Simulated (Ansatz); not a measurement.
```xyz
4

Ga    0.0000    0.0000   -0.0453
Cl    0.0000    0.0000    2.1197
H     1.4205    0.0000   -0.7022
H    -1.4205    0.0000   -0.7022
```

Computed with RKS PBE-D4/def2-TZVP (Ansatz 0.2.0).

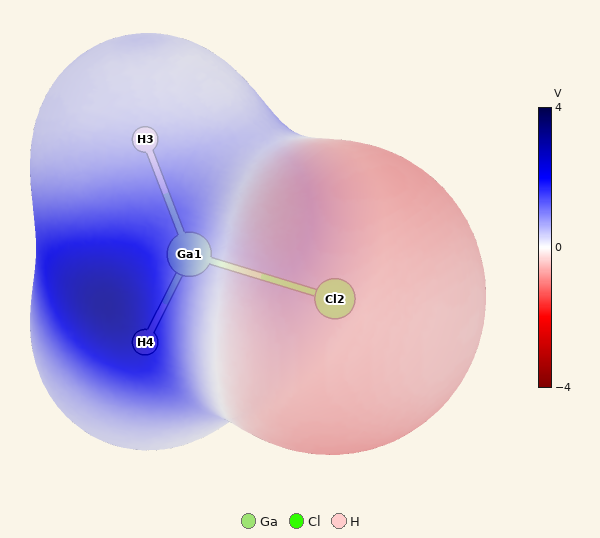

ClGaH$_{2}$. The electrostatic potential painted on the density surface at 0.002 e/bohr³, seen at a tilt; the colour scale runs from red (negative) to blue (positive).

Question: Which sites attract a positive test charge, and which a negative one?

Answer: A positive charge is drawn to the negative regions and a negative charge to the positive ones. The most negative region (about −0.7 V, or −16 kcal/mol for a unit charge) lies over Cl2, the most positive (about +3.0 V, or +69 kcal/mol for a unit charge) over Ga1.
